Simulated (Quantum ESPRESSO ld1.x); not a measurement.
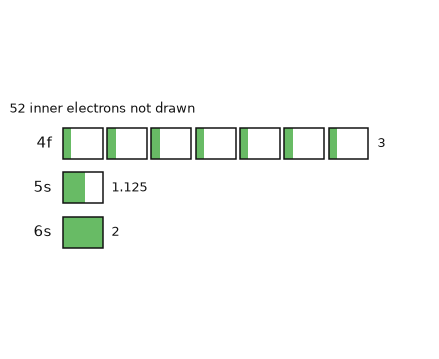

*The outer shells as the input fills them: a box for each of the 2l + 1 orbitals, shaded by the share of the shell that is filled, with the electron count at the right.*

**Pr (charge +0.875): atomic calculation**

- system: Pr with charge +0.875 in the configuration [Kr] 4d10 4f3 5s1.125 5p6 6s2 (open shells shared over both j by 2j + 1).
- method: Dirac Kohn-Sham, revPBE, spin-unpolarised, spherical densities, point nucleus (Quantum ESPRESSO ld1.x 7.5)

**The program's output**
```
     Program LD1 v.7.5 starts

     --------------------------- All-electron run ----------------------------

     dirac relativistic calculation

     atomic number is 59.00
     dft =REVPBE   lsd =0 sic =0 latt =0  beta=0.20 tr2=1.0E-14
     Exchange-correlation= REVPBE
                           (   1   4   4   4   0   0   0)
     mesh =2087 r(mesh) = 100.53064 a.u. xmin = -8.00 dx = 0.00800
     1 Ry =  13.60569312 eV, c = 137.03599908

     n l j   nl                  e(Ry)          e(Ha)          e(eV)
     Spin orbit split results
     1 0 0.5 1S 1( 2.00)   -3071.626144111   -1535.813072055 -41791.6027053
     2 0 0.5 2S 1( 2.00)    -494.556262993    -247.278131497  -6728.7807463
     2 1 0.5 2P 1( 2.00)    -467.389957892    -233.694978946  -6359.1643358
     2 1 1.5 2P 1( 4.00)    -431.946568420    -215.973284210  -5876.9324555
     3 0 0.5 3S 1( 2.00)    -107.264341307     -53.632170654  -1459.4057109
     3 1 0.5 3P 1( 2.00)     -95.723090146     -47.861545073  -1302.3789893
     3 1 1.5 3P 1( 4.00)     -88.699379449     -44.349689725  -1206.8165370
     4 0 0.5 4S 1( 2.00)     -21.907129520     -10.953564760   -298.0616815
     4 1 0.5 4P 1( 2.00)     -17.589843901      -8.794921951   -239.3220182
     4 1 1.5 4P 1( 4.00)     -16.080897512      -8.040448756   -218.7917567
     3 2 1.5 3D 1( 4.00)     -68.590599106     -34.295299553   -933.2226426
     3 2 2.5 3D 1( 6.00)     -67.076766603     -33.538383302   -912.6259021
     4 2 1.5 4D 1( 4.00)      -8.998089505      -4.499044752   -122.4252445
     4 2 2.5 4D 1( 6.00)      -8.733281937      -4.366640969   -118.8223540
     4 3 2.5 4F 1( 1.29)      -0.803089068      -0.401544534    -10.9265834
     4 3 3.5 4F 1( 1.71)      -0.776476125      -0.388238063    -10.5644959
     5 0 0.5 5S 1( 1.12)      -3.539346582      -1.769673291    -48.1552634
     5 1 0.5 5P 1( 2.00)      -2.368914103      -1.184457052    -32.2307183
     5 1 1.5 5P 1( 4.00)      -2.152647670      -1.076323835    -29.2882636
     6 0 0.5 6S 1( 2.00)      -0.635434635      -0.317717317     -8.6455286
     Averaged results
     1 0     1S 1( 2.00)   -3071.626144111   -1535.813072055 -41791.6027053
     2 0     2S 1( 2.00)    -494.556262993    -247.278131497  -6728.7807463
     2 1     2P 1( 6.00)    -443.761031578    -221.880515789  -6037.6764156
     3 0     3S 1( 2.00)    -107.264341307     -53.632170654  -1459.4057109
     3 1     3P 1( 6.00)     -91.040616348     -45.520308174  -1238.6706878
     4 0     4S 1( 2.00)     -21.907129520     -10.953564760   -298.0616815
     4 1     4P 1( 6.00)     -16.583879642      -8.291939821   -225.6351772
     3 2     3D 1(10.00)     -67.682299604     -33.841149802   -920.8645983
     4 2     4D 1(10.00)      -8.839204964      -4.419602482   -120.2635102
     4 3     4F 1( 3.00)      -0.787881672      -0.393940836    -10.7196762
     5 0     5S 1( 1.12)      -3.539346582      -1.769673291    -48.1552634
     5 1     5P 1( 6.00)      -2.224736481      -1.112368240    -30.2690818
     6 0     6S 1( 2.00)      -0.635434635      -0.317717317     -8.6455286

     final scf error:  6.2E-15 reached in  28 iterations

     Etot =  -18482.977511 Ry,   -9241.488756 Ha, -251473.720015 eV

     Ekin =   19881.983235 Ry,    9940.991617 Ha,  270508.162569 eV
     Encl =  -45061.564507 Ry,  -22530.782254 Ha, -613093.818330 eV
     Eh   =    7129.784703 Ry,    3564.892351 Ha,   97005.662696 eV
     Exc  =    -433.180941 Ry,    -216.590471 Ha,   -5893.726951 eV

     normalization and overlap integrals

     s(1S/1S) =  1.000000  <r> =   0.0241  <r2> =    0.0008  r(max) =   0.0154
     LC norm =  0.95218986 + SC norm =  0.04781014 =  1.00000000
     s(1S/2S) = -0.000000
     s(1S/3S) = -0.000000
     s(1S/4S) =  0.000000
     s(1S/5S) =  0.000000
     s(1S/6S) =  0.000000
     s(2S/2S) =  1.000000  <r> =   0.1026  <r2> =    0.0125  r(max) =   0.0874
     LC norm =  0.98958900 + SC norm =  0.01041100 =  1.00000000
     s(2S/3S) =  0.000000
     s(2S/4S) =  0.000000
     s(2S/5S) =  0.000000
     s(2S/6S) =  0.000000
     s(2P/2P) =  1.000000  <r> =   0.0860  <r2> =    0.0091  r(max) =   0.0666
     LC norm =  0.98955114 + SC norm =  0.01044886 =  1.00000000
     s(2P/3P) =  0.000000
     s(2P/4P) =  0.000000
     s(2P/5P) =  0.000000
     s(2P/2P) =  1.000000  <r> =   0.0924  <r2> =    0.0104  r(max) =   0.0721
     LC norm =  0.99020104 + SC norm =  0.00979896 =  1.00000000
     s(2P/3P) =  0.000000
     s(2P/4P) =  0.000000
     s(2P/5P) =  0.000000
     s(3S/3S) =  1.000000  <r> =   0.2719  <r2> =    0.0846  r(max) =   0.2492
     LC norm =  0.99678967 + SC norm =  0.00321033 =  1.00000000
     s(3S/4S) =  0.000000
     s(3S/5S) =  0.000000
     s(3S/6S) =  0.000000
     s(3P/3P) =  1.000000  <r> =   0.2617  <r2> =    0.0796  r(max) =   0.2356
     LC norm =  0.99684965 + SC norm =  0.00315035 =  1.00000000
     s(3P/4P) =  0.000000
     s(3P/5P) =  0.000000
     s(3P/3P) =  1.000000  <r> =   0.2740  <r2> =    0.0870  r(max) =   0.2472
     LC norm =  0.99702887 + SC norm =  0.00297113 =  1.00000000
     s(3P/4P) =  0.000000
     s(3P/5P) =  0.000000
     s(4S/4S) =  1.000000  <r> =   0.6225  <r2> =    0.4375  r(max) =   0.5772
     LC norm =  0.99900909 + SC norm =  0.00099091 =  1.00000000
     s(4S/5S) =  0.000000
     s(4S/6S) =  0.000000
     s(4P/4P) =  1.000000  <r> =   0.6404  <r2> =    0.4666  r(max) =   0.5865
     LC norm =  0.99907781 + SC norm =  0.00092219 =  1.00000000
     s(4P/5P) =  0.000000
     s(4P/4P) =  1.000000  <r> =   0.6682  <r2> =    0.5078  r(max) =   0.6105
     LC norm =  0.99913730 + SC norm =  0.00086270 =  1.00000000
     s(4P/5P) =  0.000000
     s(3D/3D) =  1.000000  <r> =   0.2452  <r2> =    0.0709  r(max) =   0.1992
     LC norm =  0.99714989 + SC norm =  0.00285011 =  1.00000000
     s(3D/4D) = -0.000000
     s(3D/3D) =  1.000000  <r> =   0.2490  <r2> =    0.0730  r(max) =   0.2024
     LC norm =  0.99720205 + SC norm =  0.00279795 =  1.00000000
     s(3D/4D) = -0.000000
     s(4D/4D) =  1.000000  <r> =   0.7214  <r2> =    0.6041  r(max) =   0.6303
     LC norm =  0.99928682 + SC norm =  0.00071318 =  1.00000000
     s(4D/4D) =  1.000000  <r> =   0.7314  <r2> =    0.6207  r(max) =   0.6405
     LC norm =  0.99930270 + SC norm =  0.00069730 =  1.00000000
     s(4F/4F) =  1.000000  <r> =   1.0900  <r2> =    1.5828  r(max) =   0.6883
     LC norm =  0.99964613 + SC norm =  0.00035387 =  1.00000000
     s(4F/4F) =  1.000000  <r> =   1.1035  <r2> =    1.6264  r(max) =   0.6938
     LC norm =  0.99965209 + SC norm =  0.00034791 =  1.00000000
     s(5S/5S) =  1.000000  <r> =   1.4905  <r2> =    2.4938  r(max) =   1.3478
     LC norm =  0.99978413 + SC norm =  0.00021587 =  1.00000000
     s(5S/6S) =  0.000000
     s(5P/5P) =  1.000000  <r> =   1.6681  <r2> =    3.1473  r(max) =   1.4718
     LC norm =  0.99982728 + SC norm =  0.00017272 =  1.00000000
     s(5P/5P) =  1.000000  <r> =   1.7490  <r2> =    3.4609  r(max) =   1.5441
     LC norm =  0.99984176 + SC norm =  0.00015824 =  1.00000000
     s(6S/6S) =  1.000000  <r> =   3.8814  <r2> =   16.8653  r(max) =   3.4920
     LC norm =  0.99996569 + SC norm =  0.00003431 =  1.00000000

     LC charge = 57.87901539 + SC charge =  0.24598461 = 58.12500000

     ------------------------ End of All-electron run ------------------------
```

**Orbitals**

```csv
orbital,occupation,energy (eV),⟨r⟩ (bohr),outer maximum (bohr)
1s,2,−41791.6,0.02409,0.0154
2s,2,−6728.8,0.1026,0.0874
2p1/2,2,−6359.2,0.08605,0.0666
2p3/2,4,−5876.9,0.09236,0.0721
3s,2,−1459.4,0.2719,0.249
3p1/2,2,−1302.4,0.2617,0.236
3p3/2,4,−1206.8,0.2740,0.247
3d3/2,4,−933.223,0.2452,0.199
3d5/2,6,−912.626,0.2490,0.202
4s,2,−298.062,0.6225,0.577
4p1/2,2,−239.322,0.6404,0.587
4p3/2,4,−218.792,0.6682,0.611
4d3/2,4,−122.425,0.7214,0.630
4d5/2,6,−118.822,0.7314,0.640
5s,1.125,−48.155,1.491,1.35
5p1/2,2,−32.231,1.668,1.47
5p3/2,4,−29.288,1.749,1.54
4f5/2,1.286,−10.927,1.090,0.688
4f7/2,1.714,−10.564,1.104,0.694
6s,2,−8.646,3.881,3.49
```

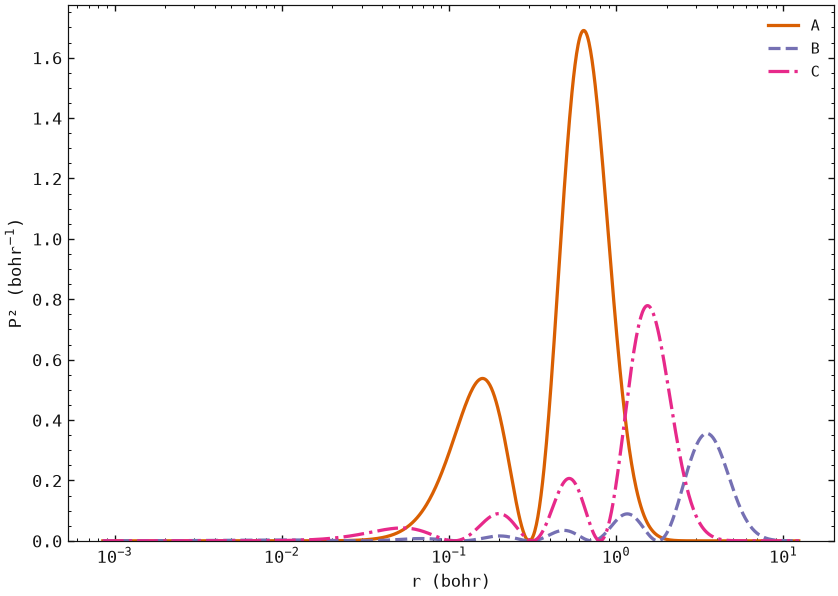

*The radial probability densities P² (large components) of 6s, 5p3/2 and 4d5/2.*

A is 4d5/2; B is 6s; C is 5p3/2. 4d5/2: outer maximum at 0.640 bohr, ⟨r⟩ = 0.731 bohr, 1 node, eigenvalue −118.8 eV; 5p3/2: outer maximum at 1.54 bohr, ⟨r⟩ = 1.75 bohr, 3 nodes, eigenvalue −29.3 eV; 6s: outer maximum at 3.49 bohr, ⟨r⟩ = 3.88 bohr, 5 nodes, eigenvalue −8.65 eV.

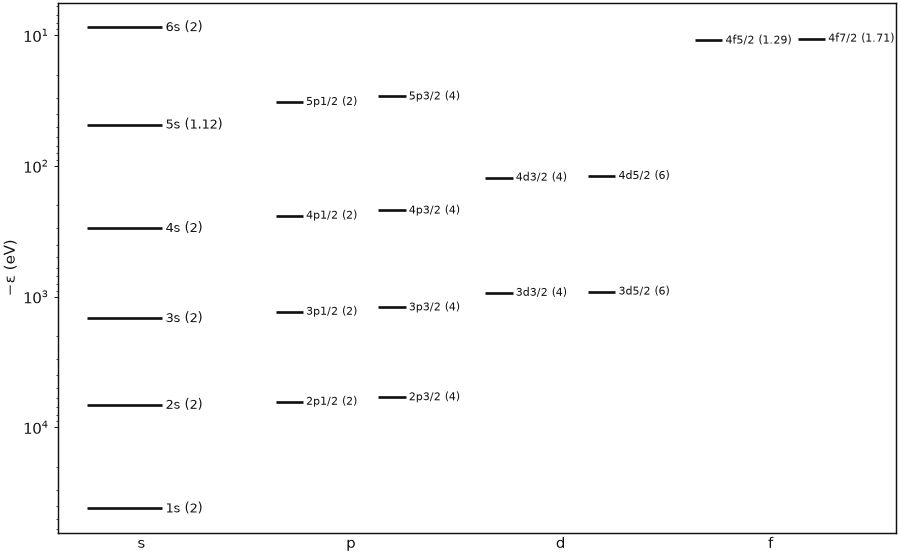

*All occupied levels, on a logarithmic scale of binding energy, are drawn by angular momentum (occupations in brackets, the lower j at the left of each column).*

The highest occupied level is 6s at −8.65 eV. The highest 6 occupied levels, from the top down, are 6s (−8.65 eV), 4f7/2 (−10.6 eV), 4f5/2 (−10.9 eV), 5p3/2 (−29.3 eV), 5p1/2 (−32.2 eV), 5s (−48.2 eV). Spin-orbit splittings: 4f 0.362 eV, 5p 2.94 eV, 4d 3.60 eV, 4p 20.5 eV. The open 4f and 5s shells lie under a filled one.

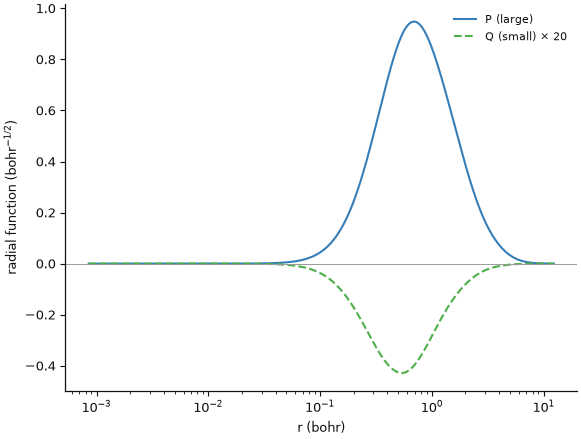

*The large and small radial components of one occupied spinor.*

It is 4f7/2. The spinor has κ = −4: the large component has l = 3 and 0 radial nodes, the small one has l = 4. The small component carries 0.035 % of the norm; ⟨r⟩ = 1.10 bohr and the eigenvalue is −10.6 eV. The nodes of P give n − l − 1 and its extent picks the shell; Q has as many nodes as P for κ < 0 and one more for κ > 0.

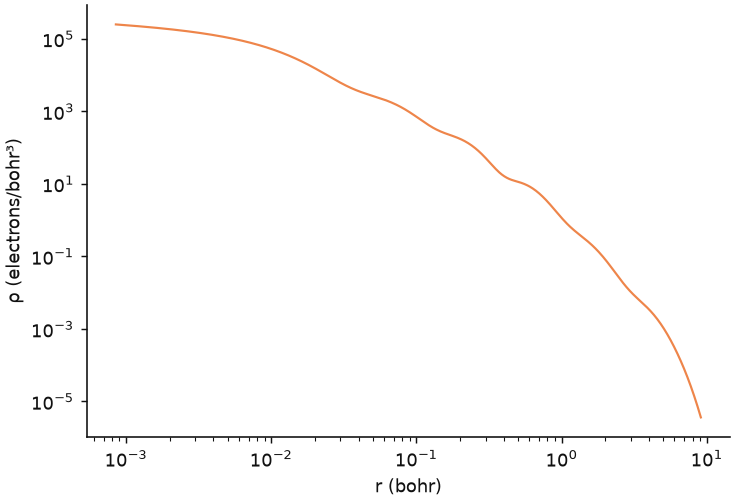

*The electron density ρ(r) on a logarithmic scale.*

The density falls from 250000 electrons/bohr³ at the inner end (r = 0.00085 bohr) to 0.001 at r = 5.09 bohr, a common measure of the size of an atom or ion. The highest occupied orbital, 6s (⟨r⟩ = 3.88 bohr, −8.65 eV), is also the most diffuse and sets the fall-off far out: over the last part drawn ln ρ falls by 1.5 per bohr, against 2√(−2ε) = 1.6 for the pure exponential. The steps in the slope mark the shells; the radial density has its minima at 0.033, 0.14 and 0.42 bohr.

**Input**
```
 &input
    atom='Pr',
    iswitch=1,
    rel=2,
    dft='REVPBE',
    config='[Kr] 4d10 4f3 5s1.125 5p6 6s2',
    rel_dist='average',
    verbosity='high',
    lsmall=.true.,
    prefix='ld1',
    max_out_wfc=37,
    file_charge='ld1.rho',
 /
```

**Results in brief**

| quantity | value |
| --- | --- |
| outcome | converged |
| total energy | −9241.4888 hartree |
| kinetic energy | 9940.9916 hartree |
| electron–nucleus energy | −22530.7823 hartree |
| Hartree energy | 3564.8924 hartree |
| exchange–correlation energy | −216.590471 hartree |
| radius at density 0.001 e/bohr³ | 5.09 bohr |
| SCF iterations | 28 |
| hardware | 1 CPU thread, shared host |
